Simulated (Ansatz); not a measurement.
# TiN+ (singlet): density functionals in def2-TZVPP

What do functionals of several rungs give for TiN+ (singlet)?

Method: def2-TZVPP, all electrons in the functionals, frozen cores in the correlation of double hybrids and RPA; program: Ansatz 0.2.0, Gaussian basis.

To be run: PBE, r2SCAN, PBE0, B3LYP, BHLYP, wB97M-V, B2PLYP, PBE-QIDH, RKS PBE0, RPA-PBE.

2 further runs of the same task are left out: 1 for a known fault of the program, 1 that didn't finish.

## 1. The system

The geometry is a PBE0/def2-TZVP stationary point (not a proven minimum).

2 atoms, charge 1, spin multiplicity 1.

Atoms are counted from 1 here; the program's logs count them from 0.

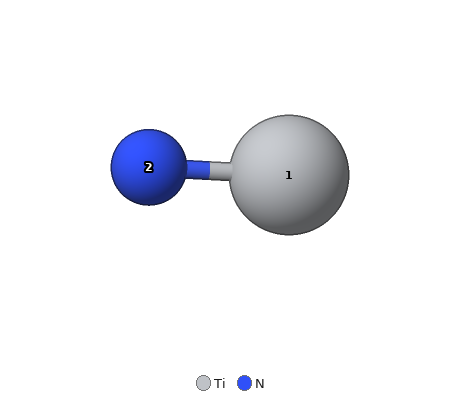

The geometry (titanium light grey, nitrogen blue); atoms are numbered from 1 in the order of the file.

Coordinates:

```xyz
2

Ti    0.0000    0.0000    0.0000
N     0.0000    0.0000    1.5058
```

No dispersion term is added; wB97M-V holds VV10 nonlocal correlation. B3LYP takes the VWN-RPA correlation.

## 2. PBE (unrestricted)

in.yaml reads:

```yaml
crystal:
  periodic: [false, false, false]
  atoms:
    - {symbol: Ti, position_ang: [0.000000, 0.000000, 0.000000]}
    - {symbol: N, position_ang: [0.000000, 0.000000, 1.505800]}
basis:
  gaussian: {orbitals: def2-TZVPP}
total_charge: 1
magnetization: {spin_polarized: true, initial_magnetization: 0}
hamiltonian: {xc: {name: PBE}}
output: {orbitals: {seedname: orbitals}}
```

Launch:

```bash
$ ansatz run in.yaml --threads 1 --pin off --events-out ev --progress --plain --max-ram 2393MiB
```

The log of the run:

```text
Functional definition: PBE
  name "PBE"
  cite "Perdew, Burke & Ernzerhof, Phys. Rev. Lett. 77, 3865 (1996) doi:10.1103/PhysRevLett.77.3865"
  parent pbe
  parameter kappa = 0.804
  parameter beta = 0.06672455060314922
  exchange = pbe_x(kappa = kappa, mu = beta*pi^2/3)
  correlation = pbe_c(beta = beta)
587 factors; their error is unknown
mean field evaluation 1: about -24545.3479 eV, gradient 1.1e2 eV
mean field evaluation 2: about -24217.3684 eV, gradient 2.4e2 eV
mean field evaluation 4: about -24560.3087 eV, gradient 8.5e1 eV
mean field evaluation 8: about -24580.2382 eV, gradient 4.9e1 eV
mean field evaluation 16: about -24588.7873 eV, gradient 2.2e-3 eV
mean field -24588.78727886 eV, -903.6212656196 hartree, gradient 1.5e-5 eV, S^2 0.000000; 1 other end points of the search recorded, 0 dependent functions left out
reference -24588.78731370 eV, -903.6212668997 hartree; 14, 14 occupied and 81, 81 virtual orbitals, 587 factors
Total energy: -24588.78731370 eV, -903.6212668997 hartree
```

Run time: 2.4 s. Hardware: 1 thread of Arm Neoverse V2, shared host.

From the report: ⟨S²⟩ of the determinant 0.000 (pure singlet: 0.00).

## 3. r2SCAN (unrestricted)

Changes to in.yaml since step 2:

```diff
@@ -9,3 +9,3 @@
 magnetization: {spin_polarized: true, initial_magnetization: 0}
-hamiltonian: {xc: {name: PBE}}
-output: {orbitals: {seedname: orbitals}}
+hamiltonian: {xc: {name: r2SCAN}}
+output: {forces: true}
```

Same command.

The log of the run, cut to the lines that bear on the results:

```text
Functional definition: r2SCAN
  name "r2SCAN"
  cite "Furness, Kaplan, Ning, Perdew & Sun, J. Phys. Chem. Lett. 11, 8208 (2020) doi:10.1021/acs.jpclett.0c02405"
  cite "Furness, Kaplan, Ning, Perdew & Sun, J. Phys. Chem. Lett. 11, 9248 (2020) doi:10.1021/acs.jpclett.0c03077"
  parent r2scan
[...]
587 factors; their error is unknown
[...]
mean field -24594.48013695 eV, -903.8304742953 hartree, gradient 3.3e-5 eV, S^2 0.000000; 1 other end points of the search recorded, 0 dependent functions left out
[...]
reference -24594.48014859 eV, -903.8304747231 hartree; 14, 14 occupied and 81, 81 virtual orbitals, 587 factors
Total energy: -24594.48014859 eV, -903.8304747231 hartree
Atom 0 at     0.000000     0.000000     0.000000 Å, force    -0.000000     0.000000    -1.112665 eV/Å
Atom 1 at     0.000000     0.000000     1.505800 Å, force     0.000000    -0.000000     1.112665 eV/Å
Dipole moment:    -0.000000     0.000000    -1.206779 e Å
```

It took 6 s on 1 thread of Arm Neoverse V2, shared host.

From the report: ⟨S²⟩ of the determinant 0.000 (pure singlet: 0.00).

## 4. PBE0 (unrestricted)

Changes to in.yaml since step 3:

```diff
@@ -9,3 +9,3 @@
 magnetization: {spin_polarized: true, initial_magnetization: 0}
-hamiltonian: {xc: {name: r2SCAN}}
-output: {forces: true}
+hamiltonian: {xc: {name: PBE0}}
+output: {forces: true, orbitals: {seedname: orbitals}}
```

Same command.

The log of the run, cut to the lines that bear on the results:

```text
Functional definition: PBE0
  name "PBE0"
  cite "Adamo & Barone, J. Chem. Phys. 110, 6158 (1999) doi:10.1063/1.478522"
  cite "Perdew, Burke & Ernzerhof, Phys. Rev. Lett. 77, 3865 (1996) doi:10.1103/PhysRevLett.77.3865"
  parent pbe
[...]
667 factors; their error is unknown
[...]
mean field -24588.81308486 eV, -903.6222139724 hartree, gradient 1.9e-5 eV, S^2 0.000000; 1 other end points of the search recorded, 0 dependent functions left out
[...]
reference -24588.81311002 eV, -903.6222148971 hartree; 14, 14 occupied and 81, 81 virtual orbitals, 667 factors
Total energy: -24588.81311002 eV, -903.6222148971 hartree
Atom 0 at     0.000000     0.000000     0.000000 Å, force    -0.000000    -0.000000     0.184399 eV/Å
Atom 1 at     0.000000     0.000000     1.505800 Å, force     0.000000     0.000000    -0.184399 eV/Å
Dipole moment:    -0.000000     0.000000    -1.208419 e Å
```

Wall time 3.1 s (1 thread of Arm Neoverse V2, shared host).

From the report: ⟨S²⟩ of the determinant 0.000 (pure singlet: 0.00).

Orbitals, density, ELF and potential are computed afterwards from the orbital file.

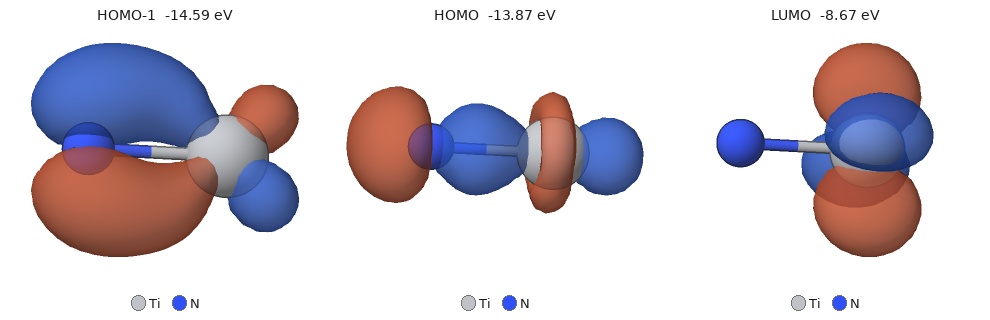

PBE0/def2-TZVPP orbitals (alpha spin) near the gap, drawn at the value that encloses 70 % of each; the two colours are the two signs.

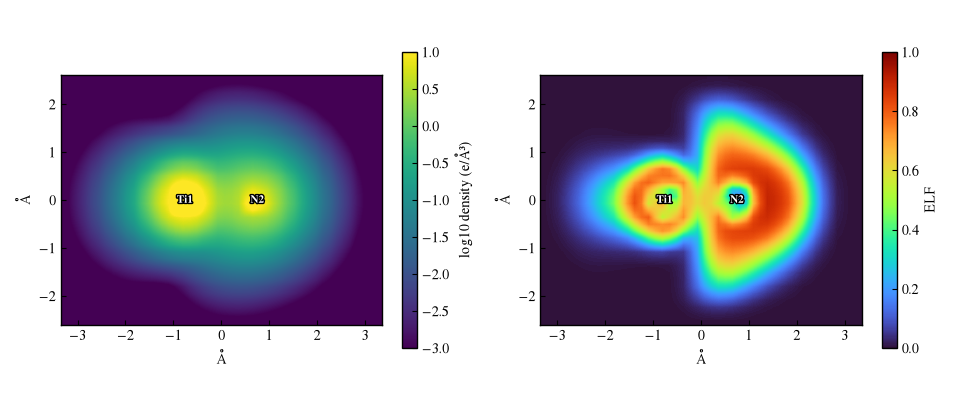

Density (left) and ELF (right) in a plane through or near 2 of the atoms.

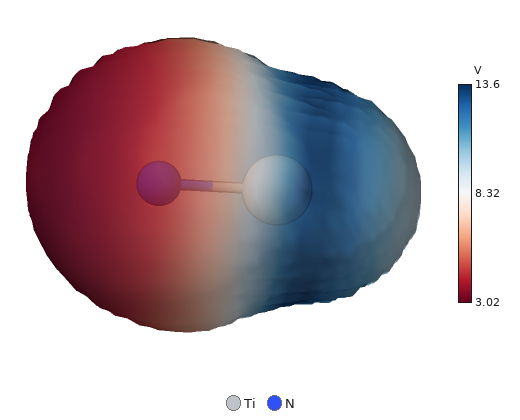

The potential that a unit positive charge feels on the 0.002 e/bohr³ surface, from 3.02 V near N2 to 13.62 V near Ti1.

## 5. B3LYP (unrestricted)

Changes to in.yaml since step 4:

```diff
@@ -9,3 +9,2 @@
 magnetization: {spin_polarized: true, initial_magnetization: 0}
-hamiltonian: {xc: {name: PBE0}}
-output: {forces: true, orbitals: {seedname: orbitals}}
+hamiltonian: {xc: {name: B3LYP}}
```

Same command.

The log of the run, cut to the lines that bear on the results:

```text
Functional definition: B3LYP
  name "B3LYP"
  cite "Stephens, Devlin, Chabalowski & Frisch, J. Phys. Chem. 98, 11623 (1994) doi:10.1021/j100096a001"
  cite "Becke, Phys. Rev. A 38, 3098 (1988) doi:10.1103/PhysRevA.38.3098"
  cite "Lee, Yang & Parr, Phys. Rev. B 37, 785 (1988) doi:10.1103/PhysRevB.37.785"
  cite "Vosko, Wilk & Nusair, Can. J. Phys. 58, 1200 (1980) doi:10.1139/p80-159"
[...]
653 factors; their error is unknown
[...]
mean field -24596.39520976 eV, -903.9008519233 hartree, gradient 3.9e-5 eV, S^2 0.000000; 1 other end points of the search recorded, 0 dependent functions left out
reference -24596.39539799 eV, -903.9008588405 hartree; 14, 14 occupied and 81, 81 virtual orbitals, 653 factors
Total energy: -24596.39539799 eV, -903.9008588405 hartree
```

It took 3.1 s on 1 thread of Arm Neoverse V2, shared host.

From the report: ⟨S²⟩ of the determinant 0.000 (pure singlet: 0.00).

## 6. BHLYP (unrestricted)

Changes to in.yaml since step 5:

```diff
@@ -9,2 +9,2 @@
 magnetization: {spin_polarized: true, initial_magnetization: 0}
-hamiltonian: {xc: {name: B3LYP}}
+hamiltonian: {xc: {name: BHLYP}}
```

Launched as before.

The log of the run:

```text
Functional definition: BHLYP
  name "BHLYP"
  cite "Becke, J. Chem. Phys. 98, 1372 (1993) doi:10.1063/1.464304"
  cite "Becke, Phys. Rev. A 38, 3098 (1988) doi:10.1103/PhysRevA.38.3098"
  cite "Lee, Yang & Parr, Phys. Rev. B 37, 785 (1988) doi:10.1103/PhysRevB.37.785"
  parameter a = 0.5
  exchange = (1 - a)*b88_x + a*exact_x
  correlation = lyp_c
723 factors; their error is unknown
mean field evaluation 1: about -24556.1975 eV, gradient 9.8e1 eV
mean field evaluation 2: about -24314.3705 eV, gradient 2.3e2 eV
mean field evaluation 4: about -24593.3307 eV, gradient 8.1e0 eV
mean field evaluation 8: about -24593.5452 eV, gradient 1.1e-1 eV
mean field evaluation 16: about -24593.8093 eV, gradient 1.0e-4 eV
mean field -24593.80929885 eV, -903.8058214502 hartree, gradient 5.3e-5 eV, S^2 0.000000; 1 other end points of the search recorded, 0 dependent functions left out
reference -24593.80942410 eV, -903.8058260527 hartree; 14, 14 occupied and 81, 81 virtual orbitals, 723 factors
Total energy: -24593.80942410 eV, -903.8058260527 hartree
```

It took 6.5 s on 1 thread of Arm Neoverse V2, shared host.

From the report: ⟨S²⟩ of the determinant 0.000 (pure singlet: 0.00).

## 7. wB97M-V (unrestricted)

Changes to in.yaml since step 6:

```diff
@@ -9,2 +9,3 @@
 magnetization: {spin_polarized: true, initial_magnetization: 0}
-hamiltonian: {xc: {name: BHLYP}}
+hamiltonian: {xc: {name: wB97M-V}}
+output: {forces: true, orbitals: {seedname: orbitals}}
```

Same command.

The log of the run, cut to the lines that bear on the results:

```text
Functional definition: wB97M-V
  name "wB97M-V"
  cite "Mardirossian & Head-Gordon, J. Chem. Phys. 144, 214110 (2016) doi:10.1063/1.4952647"
  cite "Becke, J. Chem. Phys. 107, 8554 (1997) doi:10.1063/1.475007"
  cite "Vydrov & Van Voorhis, J. Chem. Phys. 133, 244103 (2010) doi:10.1063/1.3521275"
  # Of w^i u^j: cxij and so on, Table III.
[...]
  gx(w, u) = 1 - cx + cx01*u + cx10*w
  gss(w, u) = css00 + css04*u^4 + css10*w + css20*w^2 + css43*w^4*u^3
  gos(w, u) = cos00 + cos10*w + (cos20 + cos21*u)*w^2 + (cos60 + cos61*u)*w^6
[...]
      + integral(e_c_pw_mod_opposite_spin*gos(b97_w_opposite, b97_u_opposite)) + vv10(b, c)
619 factors; their error is unknown
110 factors; integrals over basis functions are off by at most 1.5e-4 eV
[...]
mean field -24594.11031867 eV, -903.8168837244 hartree, gradient 8.4e-5 eV, S^2 0.000000; 0 other end points of the search recorded, 0 dependent functions left out
[...]
reference -24594.11036079 eV, -903.8168852722 hartree; 14, 14 occupied and 81, 81 virtual orbitals, 619 factors
Total energy: -24594.11036079 eV, -903.8168852722 hartree
Atom 0 at     0.000000     0.000000     0.000000 Å, force     0.000000    -0.000000     0.631472 eV/Å
Atom 1 at     0.000000     0.000000     1.505800 Å, force    -0.000000    -0.000000    -0.631472 eV/Å
Dipole moment:    -0.000000     0.000000    -1.223837 e Å
```

Run time: 11 s. Hardware: 1 thread of Arm Neoverse V2, shared host; peak memory 0.28 GiB.

From the report: ⟨S²⟩ of the determinant 0.000 (pure singlet: 0.00).

## 8. B2PLYP (unrestricted)

Changes to in.yaml since step 7:

```diff
@@ -9,3 +9,3 @@
 magnetization: {spin_polarized: true, initial_magnetization: 0}
-hamiltonian: {xc: {name: wB97M-V}}
-output: {forces: true, orbitals: {seedname: orbitals}}
+hamiltonian: {xc: {name: B2PLYP}}
+correlation: {electrons: outside_noble_gas}
```

Same command.

The log of the run, cut to the lines that bear on the results:

```text
Functional definition: B2PLYP
  name "B2PLYP"
  cite "Grimme, J. Chem. Phys. 124, 034108 (2006) doi:10.1063/1.2148954"
  cite "Becke, Phys. Rev. A 38, 3098 (1988) doi:10.1103/PhysRevA.38.3098"
  cite "Lee, Yang & Parr, Phys. Rev. B 37, 785 (1988) doi:10.1103/PhysRevB.37.785"
[...]
640 factors; integrals over basis functions are off by at most 1.2e-3 eV
[...]
mean field -24584.95391771 eV, -903.4803921955 hartree, gradient 4.5e-6 eV, S^2 0.000000; 2 other end points of the search recorded, 0 dependent functions left out
10 core orbitals not correlated: weight in the atoms' cores, before any rotation towards them, 0.982 or more for the frozen orbitals, at most 0.013 for the correlated occupied ones
reference -24584.95403584 eV, -903.4803965367 hartree; 4, 4 occupied and 81, 81 virtual orbitals, 640 factors
second order -14.50973484 eV of doubles, -0.00000000 eV of singles
Total energy: -24588.87166424 eV, -903.6243667251 hartree
```

Run time: 7.5 s. Hardware: 1 thread of Arm Neoverse V2, shared host.

From the report: ⟨S²⟩ of the determinant 0.000 (pure singlet: 0.00).

## 9. PBE-QIDH (unrestricted)

Changes to in.yaml since step 8:

```diff
@@ -9,3 +9,3 @@
 magnetization: {spin_polarized: true, initial_magnetization: 0}
-hamiltonian: {xc: {name: B2PLYP}}
+hamiltonian: {xc: {name: PBE-QIDH}}
 correlation: {electrons: outside_noble_gas}
```

Launched as before.

The log of the run, cut to the lines that bear on the results:

```text
Functional definition: PBE-QIDH
  name "PBE-QIDH"
  cite "Brémond, Sancho-García, Pérez-Jiménez & Adamo, J. Chem. Phys. 141, 031101 (2014) doi:10.1063/1.4890314"
  cite "Perdew, Burke & Ernzerhof, Phys. Rev. Lett. 77, 3865 (1996) doi:10.1103/PhysRevLett.77.3865"
[...]
640 factors; integrals over basis functions are off by at most 1.2e-3 eV
[...]
mean field -24578.93426334 eV, -903.2591739776 hartree, gradient 1.4e-6 eV, S^2 0.000000; 6 other end points of the search recorded, 0 dependent functions left out
10 core orbitals not correlated: weight in the atoms' cores, before any rotation towards them, 0.981 or more for the frozen orbitals, at most 0.014 for the correlated occupied ones
reference -24578.93427334 eV, -903.2591743452 hartree; 4, 4 occupied and 81, 81 virtual orbitals, 640 factors
second order -12.74356110 eV of doubles, -0.00000000 eV of singles
Total energy: -24583.18212704 eV, -903.4152800895 hartree
```

It took 12 s on 1 thread of Arm Neoverse V2, shared host.

From the report: ⟨S²⟩ of the determinant 0.000 (pure singlet: 0.00).

## 10. PBE0 (restricted)

Changes to in.yaml since step 9:

```diff
@@ -8,4 +8,2 @@
 total_charge: 1
-magnetization: {spin_polarized: true, initial_magnetization: 0}
-hamiltonian: {xc: {name: PBE-QIDH}}
-correlation: {electrons: outside_noble_gas}
+hamiltonian: {xc: {name: PBE0}}
```

Same command.

The log of the run:

```text
Functional definition: PBE0
  name "PBE0"
  cite "Adamo & Barone, J. Chem. Phys. 110, 6158 (1999) doi:10.1063/1.478522"
  cite "Perdew, Burke & Ernzerhof, Phys. Rev. Lett. 77, 3865 (1996) doi:10.1103/PhysRevLett.77.3865"
  parent pbe
  parameter a = 0.25
  parameter kappa = 0.804
  parameter beta = 0.06672455060314922
  exchange = (1 - a)*pbe_x(kappa = kappa, mu = beta*pi^2/3) + a*exact_x
  correlation = pbe_c(beta = beta)
667 factors; their error is unknown
mean field evaluation 1: about -24549.4616 eV, gradient 1.4e2 eV
mean field evaluation 2: about -24259.0917 eV, gradient 3.4e2 eV
mean field evaluation 4: about -24587.0903 eV, gradient 2.9e1 eV
mean field evaluation 8: about -24588.6808 eV, gradient 8.1e-1 eV
mean field evaluation 16: about -24588.8131 eV, gradient 4.0e-5 eV
mean field -24588.81308486 eV, -903.6222139724 hartree, gradient 4.0e-5 eV, S^2 0.000000; 0 other end points of the search recorded, 0 dependent functions left out
reference -24588.81311002 eV, -903.6222148971 hartree; 14, 14 occupied and 81, 81 virtual orbitals, 667 factors
Total energy: -24588.81311002 eV, -903.6222148971 hartree
```

Wall time 1.3 s (1 thread of Arm Neoverse V2, shared host).

## 11. RPA-PBE

Changes to in.yaml since step 10:

```diff
@@ -8,2 +8,4 @@
 total_charge: 1
-hamiltonian: {xc: {name: PBE0}}
+magnetization: {spin_polarized: true, initial_magnetization: 0}
+hamiltonian: {xc: {name: PBE}}
+correlation: {method: rpa, electrons: outside_noble_gas}
```

Launched as before.

The log of the run, cut to the lines that bear on the results:

```text
Functional definition: PBE
  name "PBE"
  cite "Perdew, Burke & Ernzerhof, Phys. Rev. Lett. 77, 3865 (1996) doi:10.1103/PhysRevLett.77.3865"
  parent pbe
[...]
640 factors; integrals over basis functions are off by at most 1.2e-3 eV
[...]
mean field -24588.78727525 eV, -903.6212654868 hartree, gradient 4.5e-6 eV, S^2 0.000000; 0 other end points of the search recorded, 0 dependent functions left out
10 core orbitals not correlated: weight in the atoms' cores, before any rotation towards them, 0.983 or more for the frozen orbitals, at most 0.012 for the correlated occupied ones
reference -24558.01272104 eV, -902.4903214792 hartree; 4, 4 occupied and 81, 81 virtual orbitals, 640 factors
Total energy: -24571.95494699 eV, -903.0026888325 hartree
```

Wall time 3.5 s (1 thread of Arm Neoverse V2, shared host).

From the report: ⟨S²⟩ of the determinant 0.000 (pure singlet: 0.00).

## 12. Side by side

| functional | energy (eV) | ⟨S²⟩ | time |
| --- | --- | --- | --- |
| PBE | -24588.7873 | 0.000 | 2.4 s |
| r2SCAN | -24594.4801 | 0.000 | 6 s |
| PBE0 | -24588.8131 | 0.000 | 3.1 s |
| B3LYP | -24596.3954 | 0.000 | 3.1 s |
| BHLYP | -24593.8094 | 0.000 | 6.5 s |
| wB97M-V | -24594.1104 | 0.000 | 11 s |
| B2PLYP | -24588.8717 | 0.000 | 7.5 s |
| PBE-QIDH | -24583.1821 | 0.000 | 12 s |
| RKS PBE0 | -24588.8131 | 0.000 | 1.3 s |
| RPA-PBE | -24571.9549 | 0.000 | 3.5 s |

Orbital levels of the runs that wrote orbitals: PBE HOMO -12.49, LUMO -10.38 eV; PBE0 HOMO -13.87, LUMO -8.67 eV; wB97M-V HOMO -16.23, LUMO -6.93 eV.

## 13. Results

| quantity | value |
| --- | --- |
| spread of total energies | 24.4 eV |
| quickest, slowest | RKS PBE0 1.3 s, PBE-QIDH 12 s |

In words: Total energies of different functionals can't be ranked; only differences within one functional count.
